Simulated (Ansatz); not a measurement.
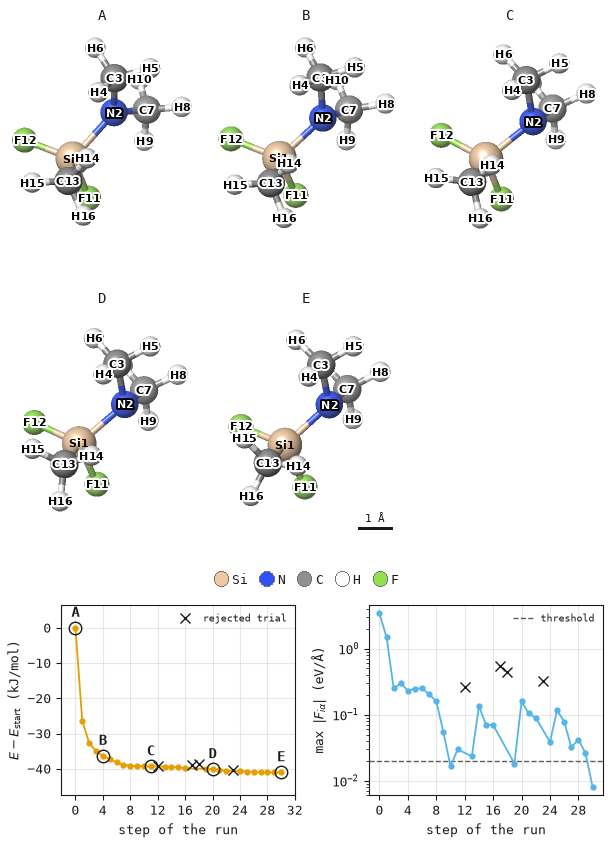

Frames of a relaxation of C3H9F2NSi, marked on the history of the run. Style: ball-and-stick. Shown from a free direction.

The run prepares the start of a later molecular dynamics calculation, from a guessed geometry.

Method: Ansatz 0.2.0, RKS r2SCAN-D4/STO-3G. (no spin polarisation; force threshold 0.02 eV/Å; at most 40 steps)

> What happens along the run?

The largest move after the best rigid fit is that of H16, 1.08 Å. By element the largest moves are H 1.08 Å, F 0.50 Å, N 0.47 Å, Si 0.26 Å, C 0.15 Å. Some distances before and after: Si1–N2 1.820 → 1.771 Å, Si1–F11 1.590 → 1.630 Å, N2–C7 1.470 → 1.495 Å, N2–C3 1.470 → 1.493 Å. Bond angles that change, for instance: C3–N2–C7 120.0° → 110.0°, Si1–N2–C7 120.0° → 114.4°, N2–C3–H6 109.5° → 114.0°. Groups turn about Si1–C13 by about 50°. After 26 accepted moves (30 points after the start) the energy has fallen by 41.0 kJ/mol. Largest force component: 3.4 eV/Å at the start, 0.0081 eV/Å at the end. The line search rejected the trial steps at points 12, 17, 18, 23 of the run. The forces were under the threshold at step 10, but the run went on from there. From step 0 to 4: N and H atoms move most (0.27 Å), energy −36.3 kJ/mol. From step 4 to 11: H8 moves most (0.33 Å), energy −2.99 kJ/mol. From step 11 to 20: H15 moves most (0.40 Å), energy −0.80 kJ/mol. From step 20 to 30: H16 moves most (0.40 Å), energy −0.87 kJ/mol.

Limits of the set-up: STO-3G is a minimal basis, so the numbers are rough.
